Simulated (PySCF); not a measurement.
# C₃H₅FOS: electronic excitations at several levels of theory

Aim: compute the electronic excitations of C₃H₅FOS (`O=[S@@]1CC[C@@H]1F`) at several levels, and see how far they spread and what each costs.

The runs use PySCF 2.14.0, with density-fitted response routines of our own; the level of theory stands in each step. All values are computed, except where a source is named. Atoms are numbered from 0 throughout.

## (1) Starting geometry

11 atoms, charge 0, multiplicity 1; geometry from: GFN2-xTB.

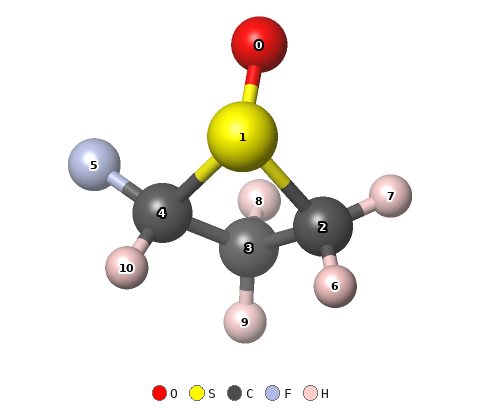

As it starts; oxygen red, sulfur yellow, carbon dark grey, fluorine light blue, hydrogen pink, atoms numbered; sticks join atoms by distance.

## (2) Relaxing the molecule at PBE0-D3(BJ)/def2-SVP

The job: settings as JSON, then the geometry in Å.

```
{"job": {"xc": "PBE0", "basis": "def2-SVP", "d3": "d3bj", "grid": 1, "kind": "geom"}, "charge": 0, "multiplicity": 1}
O      0.225986     2.054672     1.166412
S      0.221969     1.547709    -0.193895
C     -1.115897     0.238376    -0.295176
C     -0.165170    -0.860757     0.167625
C      1.111809    -0.138914    -0.227810
F      2.162896    -0.272841     0.616115
H     -1.432792     0.134939    -1.329000
H     -1.963533     0.442665     0.350170
H     -0.193207    -0.967036     1.252102
H     -0.308611    -1.840840    -0.288691
H      1.461974    -0.335302    -1.243817
```

The program printed:

```text
step   0  E = -689.70914701  max force = 0.048050
step   1  E = -689.71207841  max force = 0.010526
step   2  E = -689.71326049  max force = 0.003299
step   3  E = -689.71336547  max force = 0.000769
step   4  E = -689.71340278  max force = 0.000768
step   5  E = -689.71345753  max force = 0.002079
step   6  E = -689.71349482  max force = 0.002513
step   7  E = -689.71351964  max force = 0.001626
step   8  E = -689.71353548  max force = 0.000860
step   9  E = -689.71353896  max force = 0.000741
step  10  E = -689.71353969  max force = 0.000690
step  11  E = -689.71354030  max force = 0.000418
optimisation converged
```

It took 44 s on 1 thread, shared host.

Along the way:

```
step  energy from step 0 (eV)  largest force component (eV/Å)
   0                   0.0000                          2.4708
   1                  -0.0798                          0.5413
   2                  -0.1119                          0.1696
   3                  -0.1148                          0.0395
   4                  -0.1158                          0.0395
   5                  -0.1173                          0.1069
   6                  -0.1183                          0.1292
   7                  -0.1190                          0.0836
   8                  -0.1194                          0.0442
   9                  -0.1195                          0.0381
  10                  -0.1195                          0.0355
  11                  -0.1195                          0.0215
```

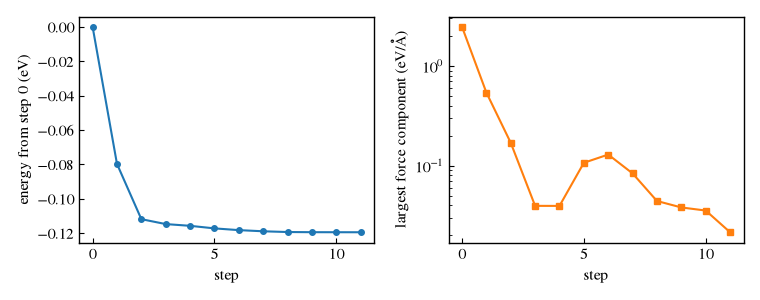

Energy and largest force along the relaxation.

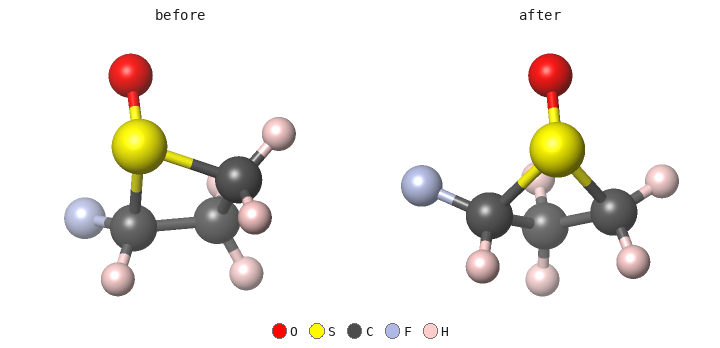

Before and after, at one scale.

Close pairs (by a distance rule), those that changed most:

```
  bond  before (Å)  after (Å)  change (Å)
 O0–S1       1.452      1.497      +0.046
 C2–H6       1.086      1.101      +0.015
 C4–F5       1.355      1.341      -0.013
 C2–H7       1.085      1.098      +0.013
C4–H10       1.092      1.105      +0.013
 S1–C4       1.907      1.896      -0.011
 C3–H9       1.091      1.101      +0.010
 C3–H8       1.090      1.099      +0.009
```

The next job starts from the end point, and lists it.

```
                         at the end point                value
  point group (found at 0.08 Å tolerance)                   C1
rotational constants (GHz, main isotopes)  4.111, 3.069, 2.199
                        dipole moment (D)                 4.49
```

## (3) Excited states and response: PBE0/aug-cc-pVDZ

The job: settings as JSON, then the geometry in Å.

```
{"job": {"kind": "uv", "xc": "PBE0", "basis": "aug-cc-pVDZ"}, "charge": 0, "multiplicity": 1}
O     -0.825861     1.853957     1.098432
S     -0.782245     1.315779    -0.298050
C     -1.027713    -0.530463    -0.152564
C      0.421885    -0.720061     0.293282
C      0.915782     0.489764    -0.472879
F      1.940741     1.182676     0.044719
H     -1.260845    -0.950313    -1.143112
H     -1.826202    -0.761756     0.564208
H      0.506183    -0.497160     1.366492
H      0.907023    -1.684062     0.077439
H      1.086068     0.294558    -1.547076
```

Method: TDDFT PBE0/aug-cc-pVDZ, vertical, gas phase, core orbitals frozen in the response.

The program printed:

```text
coarse grid: 10160 points
cycle   1  E = -689.9164857881  dE =  1.102e+00  |g| = 9.256e-01  |ddm| = 7.207e+00
cycle   2  E = -688.5212259142  dE =  1.395e+00  |g| = 2.651e+00  |ddm| = 4.335e+00
cycle   3  E = -690.0808550487  dE = -1.560e+00  |g| = 2.490e-01  |ddm| = 3.435e+00
cycle   4  E = -690.0887730889  dE = -7.918e-03  |g| = 1.693e-01  |ddm| = 6.638e-01
cycle   5  E = -690.0945789271  dE = -5.806e-03  |g| = 1.946e-02  |ddm| = 2.681e-01
cycle   6  E = -690.0946686030  dE = -8.968e-05  |g| = 6.410e-03  |ddm| = 5.019e-02
cycle   7  E = -690.0946775363  dE = -8.933e-06  |g| = 1.767e-03  |ddm| = 1.316e-02
final grid: 95048 points
cycle   8  E = -690.1039280888  dE = -7.385e-06  |g| = 1.289e-02  |ddm| = 1.432e-01
cycle   9  E = -690.1038298565  dE =  9.823e-05  |g| = 2.442e-02  |ddm| = 6.439e-02
cycle  10  E = -690.1039653819  dE = -1.355e-04  |g| = 3.579e-03  |ddm| = 4.000e-02
cycle  11  E = -690.1039680554  dE = -2.674e-06  |g| = 2.964e-04  |ddm| = 5.253e-03
cycle  12  E = -690.1039680740  dE = -1.854e-08  |g| = 1.097e-04  |ddm| = 6.812e-04
cycle  13  E = -690.1039680760  dE = -2.051e-09  |g| = 3.664e-05  |ddm| = 2.035e-04
cycle  14  E = -690.1039680763  dE = -2.879e-10  |g| = 8.553e-06  |ddm| = 7.603e-05
converged SCF energy = -690.1039680763

Static polarisability (au): isotropic 60.696, principal 53.988 59.964 68.135

Singlet excitations
state   eV       nm        f      main configurations
  1   4.9999    248.0   0.02019   H->L 0.92
  2   5.4633    226.9   0.00095   H->L+2 0.57, H->L+1 0.24, H->L+3 0.11
  3   5.7731    214.8   0.01570   H->L+1 0.68, H->L+2 0.20
  4   6.0919    203.5   0.02422   H-1->L 0.51, H->L+3 0.16, H->L+2 0.10
  5   6.2348    198.9   0.00335   H-1->L+2 0.61, H-1->L+1 0.18, H-1->L+3 0.11
  6   6.3005    196.8   0.01119   H->L+3 0.67, H-1->L 0.15, H->L+4 0.08
  7   6.4575    192.0   0.02482   H->L+4 0.75, H-1->L 0.12
  8   6.5516    189.2   0.01003   H-1->L+1 0.73, H-1->L+2 0.15
  9   6.8130    182.0   0.02872   H->L+5 0.85
 10   7.0555    175.7   0.02079   H-1->L+3 0.78, H-1->L+2 0.11

Triplet excitations (Tamm-Dancoff, eV): 4.2185 4.9145 5.0075 5.6734
```

Wall time 19 s (1 thread, shared host).

The orbitals next to the gap, with their largest atomic shares:

```
orbital      eV                       atoms
 HOMO−3  -10.50   O0 31 %, S1 23 %, C3 19 %
 HOMO−2   -9.98   C4 20 %, F5 20 %, C3 17 %
 HOMO−1   -7.71   O0 57 %, S1 13 %, C2 12 %
   HOMO   -6.92    O0 48 %, S1 29 %, C4 8 %
   LUMO   -0.49   S1 40 %, C2 14 %, C4 10 %
 LUMO+1   -0.29  H10 27 %, H6 19 %, H9 18 %
 LUMO+2    0.16    S1 36 %, C4 16 %, C2 8 %
```

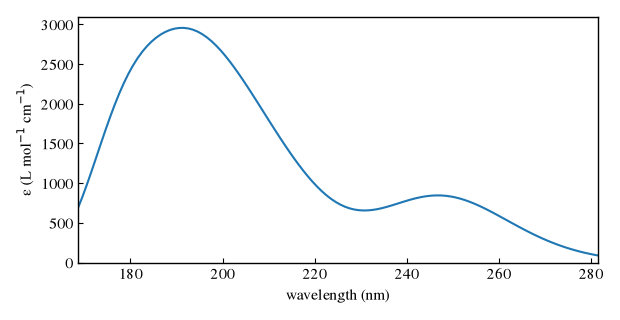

Absorption spectrum: each of the 10 states is a Gaussian band of 0.4 eV half-width at 1/e. Beyond the last state computed it falls off for lack of states.

Ground-state properties from the same run:

```
           property  computed
  dipole moment (D)      4.68
polarisability (Å³)      8.99
 HOMO–LUMO gap (eV)      6.43
      −ε(HOMO) (eV)      6.92
```

## (4) Ultraviolet spectrum: PBE0/def2-TZVPD

The job, as its differences from that of step 3:

```diff
@@ -1,2 +1,2 @@
-{"job": {"kind": "uv", "xc": "PBE0", "basis": "aug-cc-pVDZ"}, "charge": 0, "multiplicity": 1}
+{"job": {"kind": "uv", "xc": "PBE0", "basis": "def2-TZVPD"}, "charge": 0, "multiplicity": 1}
 O     -0.825861     1.853957     1.098432
```

With the program's defaults for keys left out, this is: TDDFT PBE0/def2-TZVPD, vertical, gas phase, core orbitals frozen in the response.

The program printed:

```text
coarse grid: 10160 points
cycle   1  E = -690.0285945243  dE =  1.054e+00  |g| = 9.805e-01  |ddm| = 3.495e+00
cycle   2  E = -688.6261087724  dE =  1.402e+00  |g| = 2.714e+00  |ddm| = 3.836e+00
cycle   3  E = -690.1982171046  dE = -1.572e+00  |g| = 2.745e-01  |ddm| = 3.375e+00
cycle   4  E = -690.2079089657  dE = -9.692e-03  |g| = 1.810e-01  |ddm| = 4.139e-01
cycle   5  E = -690.2137181707  dE = -5.809e-03  |g| = 2.386e-02  |ddm| = 1.604e-01
cycle   6  E = -690.2138385793  dE = -1.204e-04  |g| = 8.083e-03  |ddm| = 4.027e-02
cycle   7  E = -690.2138519389  dE = -1.336e-05  |g| = 2.068e-03  |ddm| = 8.468e-03
cycle   8  E = -690.2138528992  dE = -9.603e-07  |g| = 6.575e-04  |ddm| = 3.459e-03
final grid: 95048 points
cycle   9  E = -690.2127264438  dE = -5.342e-05  |g| = 1.009e-02  |ddm| = 2.326e-01
cycle  10  E = -690.2126730433  dE =  5.340e-05  |g| = 1.848e-02  |ddm| = 3.140e-02
cycle  11  E = -690.2127458319  dE = -7.279e-05  |g| = 2.987e-03  |ddm| = 1.869e-02
cycle  12  E = -690.2127473911  dE = -1.559e-06  |g| = 5.724e-04  |ddm| = 2.879e-03
cycle  13  E = -690.2127474705  dE = -7.934e-08  |g| = 1.022e-04  |ddm| = 8.619e-04
cycle  14  E = -690.2127474721  dE = -1.631e-09  |g| = 4.726e-05  |ddm| = 1.747e-04
cycle  15  E = -690.2127474725  dE = -4.053e-10  |g| = 9.972e-06  |ddm| = 5.860e-05
converged SCF energy = -690.2127474725

Static polarisability (au): isotropic 60.751, principal 54.298 60.120 67.835

Singlet excitations
state   eV       nm        f      main configurations
  1   5.0142    247.3   0.02081   H->L 0.97
  2   5.3487    231.8   0.00205   H->L+1 0.60, H->L+2 0.35
  3   6.0188    206.0   0.02435   H->L+2 0.45, H->L+1 0.32, H-1->L 0.20
  4   6.1358    202.1   0.00781   H-1->L+1 0.44, H-1->L+2 0.34, H-1->L 0.09
  5   6.1633    201.2   0.02276   H-1->L 0.47, H->L+3 0.13, H-1->L+1 0.12
  6   6.5491    189.3   0.02556   H->L+3 0.81, H-1->L 0.12
  7   6.6953    185.2   0.01666   H->L+4 0.90
  8   6.8672    180.5   0.00778   H-1->L+2 0.56, H-1->L+1 0.40
  9   7.1549    173.3   0.02661   H->L+5 0.91
 10   7.3126    169.5   0.02527   H-1->L+3 0.91

Triplet excitations (Tamm-Dancoff, eV): 4.1764 4.7785 5.0217 5.7181
```

It took 32 s on 1 thread, shared host.

In short: HOMO -7.01 eV, LUMO -0.52 eV; lowest singlet 5.01 eV.

## (5) TDDFT and polarisability: PBE0/6-31+G*

The job, as its differences from that of step 4:

```diff
@@ -1,2 +1,2 @@
-{"job": {"kind": "uv", "xc": "PBE0", "basis": "def2-TZVPD"}, "charge": 0, "multiplicity": 1}
+{"job": {"kind": "uv", "xc": "PBE0", "basis": "6-31+G*"}, "charge": 0, "multiplicity": 1}
 O     -0.825861     1.853957     1.098432
```

With the program's defaults for keys left out, this is: TDDFT PBE0/6-31+G*, vertical, gas phase, core orbitals frozen in the response.

The program printed:

```text
coarse grid: 10160 points
cycle   1  E = -689.9224030962  dE =  1.087e+00  |g| = 9.106e-01  |ddm| = 3.817e+00
cycle   2  E = -688.5376233050  dE =  1.385e+00  |g| = 2.632e+00  |ddm| = 2.246e+01
cycle   3  E = -690.0847996117  dE = -1.547e+00  |g| = 2.442e-01  |ddm| = 2.094e+01
cycle   4  E = -690.0924064526  dE = -7.607e-03  |g| = 1.660e-01  |ddm| = 8.059e-01
cycle   5  E = -690.0979502614  dE = -5.544e-03  |g| = 1.810e-02  |ddm| = 3.136e-01
cycle   6  E = -690.0980239154  dE = -7.365e-05  |g| = 6.689e-03  |ddm| = 4.018e-02
cycle   7  E = -690.0980331650  dE = -9.250e-06  |g| = 1.822e-03  |ddm| = 1.787e-02
final grid: 95048 points
cycle   8  E = -690.0501788077  dE =  3.156e-06  |g| = 1.347e-02  |ddm| = 8.451e-02
cycle   9  E = -690.0500731701  dE =  1.056e-04  |g| = 2.541e-02  |ddm| = 8.465e-02
cycle  10  E = -690.0502197755  dE = -1.466e-04  |g| = 3.777e-03  |ddm| = 7.340e-02
cycle  11  E = -690.0502227752  dE = -3.000e-06  |g| = 2.503e-04  |ddm| = 1.163e-02
cycle  12  E = -690.0502227875  dE = -1.224e-08  |g| = 1.076e-04  |ddm| = 5.469e-04
cycle  13  E = -690.0502227894  dE = -1.949e-09  |g| = 3.237e-05  |ddm| = 1.659e-04
cycle  14  E = -690.0502227896  dE = -2.310e-10  |g| = 7.811e-06  |ddm| = 7.796e-05
converged SCF energy = -690.0502227896

Static polarisability (au): isotropic 56.722, principal 50.070 55.575 64.521

Singlet excitations
state   eV       nm        f      main configurations
  1   4.9761    249.2   0.02205   H->L 0.97
  2   5.4570    227.2   0.00224   H->L+1 0.55, H->L+2 0.40
  3   6.0229    205.9   0.01911   H-1->L 0.42, H->L+1 0.28, H->L+2 0.24
  4   6.1937    200.2   0.02642   H->L+2 0.19, H->L+3 0.17, H-1->L+2 0.16
  5   6.2232    199.2   0.01367   H-1->L+1 0.36, H-1->L+2 0.29, H-1->L 0.12
  6   6.5451    189.4   0.03607   H->L+3 0.70, H-1->L 0.17
  7   6.7749    183.0   0.01743   H->L+4 0.84
  8   6.8821    180.2   0.01489   H-1->L+2 0.46, H-1->L+1 0.43
  9   7.1805    172.7   0.05403   H->L+5 0.82, H-1->L+3 0.09
 10   7.2676    170.6   0.02786   H-1->L+3 0.81, H->L+5 0.09

Triplet excitations (Tamm-Dancoff, eV): 4.1859 4.8709 4.9673 5.7913
```

It took 9 s on 1 thread, shared host.

This run: HOMO -6.96 eV, LUMO -0.52 eV; lowest singlet 4.98 eV.

## (6) Comparing the runs: electronic excitations

Excitations and ground-state properties, with basis size and wall time:

```
             run  lowest singlet (eV)  brightest (eV)      f  gap (eV)  α (Å³)  μ (D)  functions  time
PBE0/aug-cc-pVDZ                 5.00            6.81  0.029      6.43    8.99   4.68        187  19 s
 PBE0/def2-TZVPD                 5.01            7.15  0.027      6.49    9.00   4.61        282  32 s
    PBE0/6-31+G*                 4.98            7.18  0.054      6.43    8.41   4.91        122   9 s
```

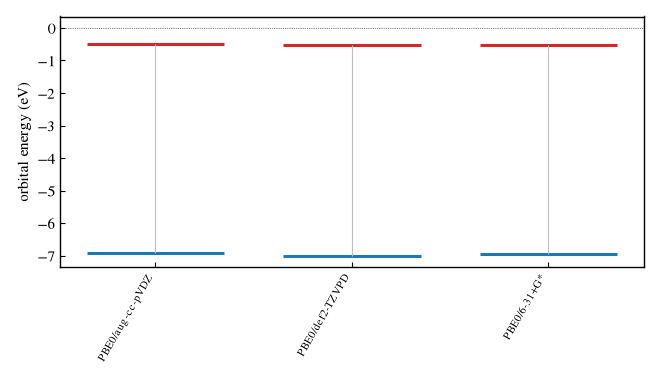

HOMO (blue) and LUMO (red) run by run.

## (7) What came out

| quantity | value |
| --- | --- |
| point group | C1 |
| rotational constants (main isotopes) | 4.11, 3.07, 2.20 GHz |
| lowest singlet (PBE0/aug-cc-pVDZ) | 5.00 eV (248 nm), f = 0.020 |
| brightest single state of those computed | state 9, 6.81 eV, f = 0.029 |
| lowest triplet | 4.22 eV |
| range of the lowest singlet | 4.98 to 5.01 eV |

**Reading.** Single values in the summary come from the first run of each kind that ended normally (PBE0/aug-cc-pVDZ), which need not be the best level. Relaxing lowered the energy by 0.120 eV in 11 steps; the close pair that moved most is O0–S1, from 1.452 to 1.497 Å. No frequency check was run at this level, so the end point may be a saddle. The first singlet state (HOMO→LUMO 0.92) lies at 5.00 eV and is weak; of the 10 states computed, the strongest absorption comes from state 9 at 6.81 eV. The lowest triplet lies 0.78 eV below the lowest singlet (triplets in Tamm-Dancoff, singlets in full TDDFT). The lowest singlet runs from 4.98 eV (PBE0/6-31+G*) to 5.01 eV (PBE0/def2-TZVPD), while the orbital gap spans 6.43 to 6.49 eV. The lowest state need not be the same one in every run.
